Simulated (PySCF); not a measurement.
# [CoO2]-: singlet, from a bent start

Aim: relax [CoO2]- as a singlet from a bent start, check by its vibrations whether the end is a minimum, and collect its spectrum and constants.

Method: PBE0, basis Co def2-SVPD, O def2-SVPD, no relativity, density fitting; program: PySCF 2.14.0.

### Step 1. Starting geometry

3 atoms, charge -1, spin multiplicity 1.

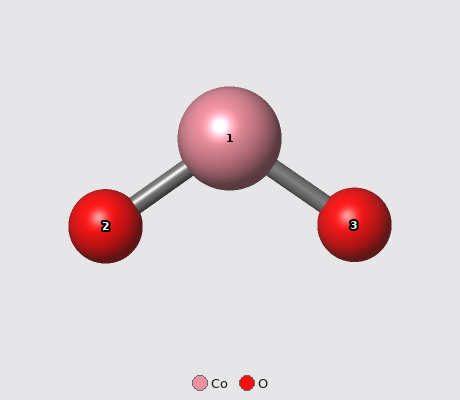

Start geometry, drawn with cobalt pink, oxygen red; atoms are numbered from 1 in the order of the file.

Coordinates in bohr (charge -1 multiplicity 1):
```
Co    0.0000    0.0000   -0.6102
O     2.4767    0.0000    1.1241
O    -2.4767    0.0000    1.1241
```

### Step 2. Relaxation: bent start, singlet

The steps below are one call of a driver around PySCF. For each, scf.py gives the equivalent set-up of the SCF; relaxations use the driver's own optimiser. Before each start the driver seeks the lowest SCF state from one or more starting densities and follows internal instabilities, so scf.py alone need not reach the same state.

The program finds C2v symmetry in the start, which this walk keeps.

The input, scf.py:

```python
from pyscf import gto, scf, dft
mol = gto.M(atom='''
Co     0.000000     0.000000    -0.322878
O      1.310600    -0.000000     0.594822
O     -1.310600     0.000000     0.594822''',
    basis={'Co': 'def2-SVPD', 'O': 'def2-SVPD'},
    charge=-1, spin=0)
mf = dft.RKS(mol, xc='PBE0')
mf.grids.atom_grid = (50, 194)
aux = {'Co': 'def2-universal-JKFIT', 'O': 'def2-universal-JKFIT'}
mf = mf.density_fit(auxbasis=aux)
mf.kernel()
```

Energy and gradient, step by step:

```csv
step,energy (Eh),change (kJ/mol),largest symmetric gradient (Eh/bohr)
0,-1532.480497,0.00,0.05998
1,-1532.500076,-51.40,0.04089
2,-1532.509868,-77.11,0.02014
3,-1532.511573,-81.59,0.00626
4,-1532.511796,-82.18,0.00180
5,-1532.511838,-82.28,0.00069
6,-1532.511841,-82.29,0.00011
7,-1532.511841,-82.29,0.00003
```

The walk took 4.2 s on 4 threads, shared host.

Geometry (Å) and forces (eV/Å) at some steps:

```
step 0
Co   0.000   0.000  -0.323   0.000   0.000   3.084
O    1.311   0.000   0.595   0.702   0.000  -1.542
O   -1.311   0.000   0.595  -0.702   0.000  -1.542
step 1
Co   0.000   0.000  -0.204   0.000   0.000   2.103
O    1.416   0.000   0.535  -0.004   0.000  -1.051
O   -1.416   0.000   0.535   0.004   0.000  -1.051
step 4
Co   0.000   0.000   0.011   0.000   0.000   0.093
O    1.533   0.000   0.428  -0.016   0.000  -0.046
O   -1.533   0.000   0.428   0.016   0.000  -0.046
step 7
Co   0.000   0.000   0.031   0.000   0.000   0.001
O    1.541   0.000   0.418  -0.001   0.000   0.000
O   -1.541   0.000   0.418   0.001   0.000   0.000
```

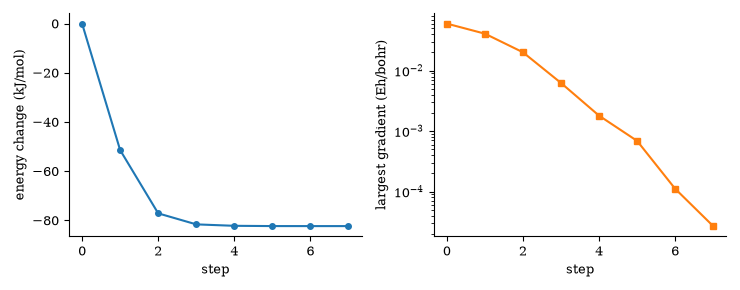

Energy and largest gradient along the walk.

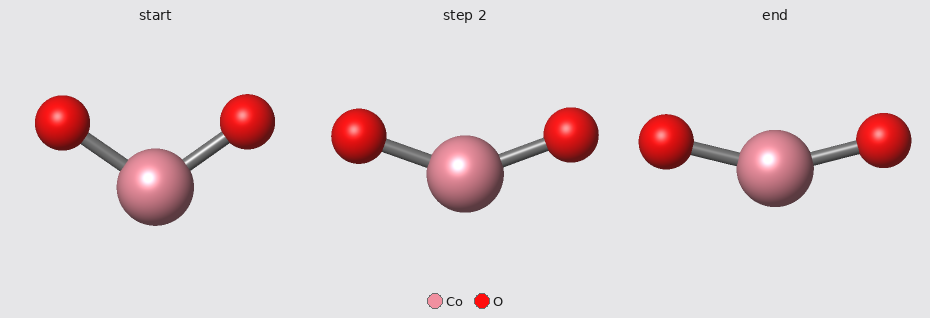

Start and end of the relaxation, with a step between.

After 7 steps and 82.3 kJ/mol it ends at C2v: Co–O 1.589 Å (×2); O–Co–O 151.9°.

### Step 3. Is it a minimum? Harmonic modes

The point is checked on the finer grid, and tightened if its gradient asks for it. The Hessian and the dipole derivatives come from central differences of analytic gradients, with steps of 0.01 bohr.

Changes to scf.py since step 2:

```diff
@@ -3,3 +3,3 @@
-Co     0.000000     0.000000    -0.322878
-O      1.310600    -0.000000     0.594822
-O     -1.310600     0.000000     0.594822''',
+Co    -0.000000     0.000000    -0.125663
+O      1.544974    -0.000000     0.245250
+O     -1.544974     0.000000     0.245250''',
@@ -9 +9 @@
-mf.grids.atom_grid = (50, 194)
+mf.grids.atom_grid = (75, 302)
```

The driver hands on the density of the step before, so the log starts near convergence.

SCF at the final geometry:

```text
init E= -1532.51202362699
  HOMO = -0.039613337854596  LUMO = 0.100153986529887  gap/eV = 3.80326
cycle= 1 E= -1532.51202362602  delta_E= 9.68e-10  |g|= 8.19e-05  |ddm|= 7.51e-05
  HOMO = -0.0396160322716996  LUMO = 0.100147598306348  gap/eV = 3.80316
cycle= 2 E= -1532.51202360822  delta_E= 1.78e-08  |g|= 0.000347  |ddm|= 0.00019
  HOMO = -0.0396228944905523  LUMO = 0.100139514792003  gap/eV = 3.80313
cycle= 3 E= -1532.5120236261  delta_E= -1.79e-08  |g|= 8.45e-05  |ddm|= 0.00017
  HOMO = -0.0396167526660713  LUMO = 0.100148492106853  gap/eV = 3.80321
cycle= 4 E= -1532.51202362726  delta_E= -1.16e-09  |g|= 6.95e-06  |ddm|= 5.62e-05
  HOMO = -0.0396167483481342  LUMO = 0.100148501258126  gap/eV = 3.80321
cycle= 5 E= -1532.51202362727  delta_E= -1.46e-11  |g|= 5.45e-07  |ddm|= 4.38e-06
  HOMO = -0.039616760435174  LUMO = 0.10014847913359  gap/eV = 3.80321
Extra cycle  E= -1532.51202362727  delta_E= -4.55e-13  |g|= 1.85e-06  |ddm|= 1.62e-06
converged SCF energy = -1532.51202362727
```

The whole step took 9.3 s.

Geometry: C2v; Co–O 1.589 Å (×2); O–Co–O 153.0°.

Harmonic modes (main isotopes):

```
symmetry  ω (cm⁻¹)  IR (km/mol)
      a1       173         11.3
      a1       891         37.4
      b2      1036          363
```

No imaginary mode, so this is a minimum.

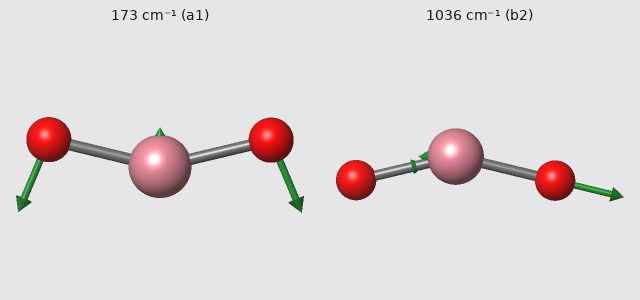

How the atoms move in 2 of the modes.

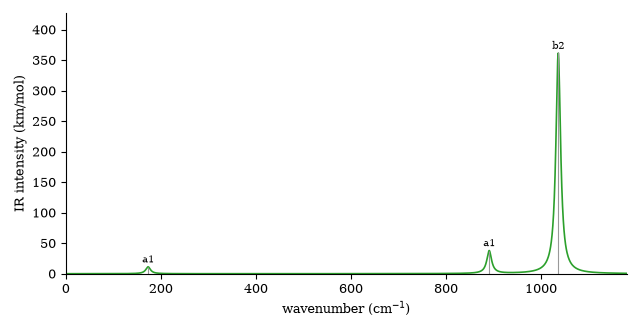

The harmonic infrared spectrum (widths in cm⁻¹). Lines are broadened to a width of 12 cm⁻¹ (Lorentzian).

Properties at this point:

* Dipole moment about the centre of mass: 0.93 D
* Highest occupied level: -1.08 eV
* Lowest empty level: 2.73 eV
* Rotational constants: 5.91, 0.2208, 0.2128 cm⁻¹
* Zero-point energy: 12.6 kJ/mol
* Principal polarisabilities: 38.5, 42.7, 67.2 bohr³
* Principal traceless quadrupole moments about the centre of mass: -13.72, 6.24, 7.48 D Å
* Entropy at 298.15 K and 1 bar: 259.4 J/(mol K)
* Heat capacity Cp at 298.15 K: 44.7 J/(mol K)
* Enthalpy at 298.15 K above 0 K: 11.73 kJ/mol
* Rotational symmetry number: 2

Charges (e) and bond orders:

```tsv
atom	Mulliken	Löwdin	polar tensor	Mayer order to Co1
Co1	0.88	0.76	0.69	–
O2,3	-0.94	-0.88	-0.85	1.44
```

Outer orbital energies (eV). occupied: -4.96, -4.76, -3.35, -3.27, -3.08, -2.08, -2.03, -1.08; empty: 2.73, 3.06, 4.36, 5.02.

Mulliken populations on Co1: s 6.75, p 12.17, d 7.19, f 0.00.

### Step 4. Would spin polarisation lower it?

At the lowest minimum the closed shell is tested against spin polarisation, on the (50, 194) grid. It is unstable: an open-shell solution lies lower. That solution was not followed to a minimum here.

### Step 5. What came out

| quantity | value |
| --- | --- |
| minimum | singlet, C2v (closed shell, unstable towards spin polarisation) |
| geometry | Co–O 1.589 Å (×2); O–Co–O 153.0° |
| wavenumbers (cm⁻¹) | 173 (a1), 891 (a1), 1036 (b2) |
| dipole moment (centre of mass) | 0.93 D |
| highest occupied, lowest empty level | -1.08, 2.73 eV |
| polar-tensor charge of Co1 | +0.69 e |
| zero-point energy | 12.6 kJ/mol |

**Reading.** The molecule stays C2v, as typed, and the end point is a minimum. In the infrared the band at 1036 cm⁻¹ (b2, stretch) leads. Only this shape and spin were tried, so other structures or states may lie lower. A stability analysis at the minimum finds the closed shell unstable towards spin polarisation: an open-shell solution lies lower, and these values are not those of the lowest state.

The search up to here took 19 s.
